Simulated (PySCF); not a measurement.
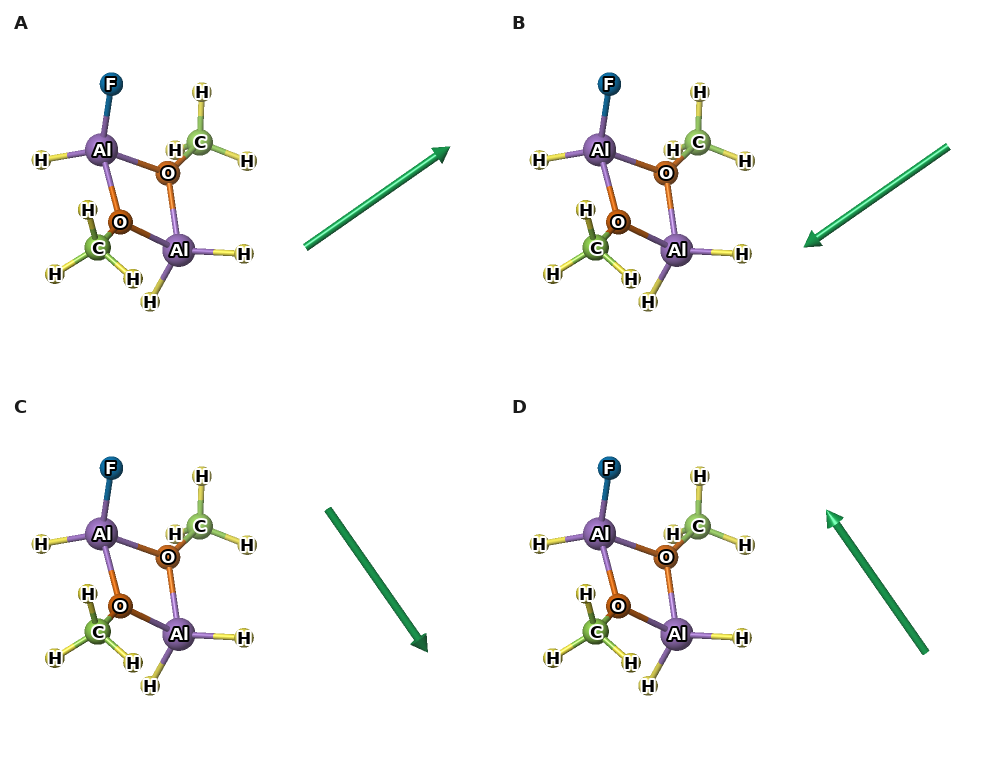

The same molecule four times, each with an arrow. Computed geometry: GFN2-xTB optimisation. No frequency run is at hand to confirm it as a minimum. Method: PBE0/pcSseg-1, gas phase (PySCF 2.14.0).

Which arrow points along the dipole moment, from the negative to the positive end?

Answer. C. The dipole moment is 0.97 D.

The geometry is semi-empirical. Around Al such bond lengths and angles can be off by a tenth of an ångström or more and by several degrees, and values that hang on the shape move with them.
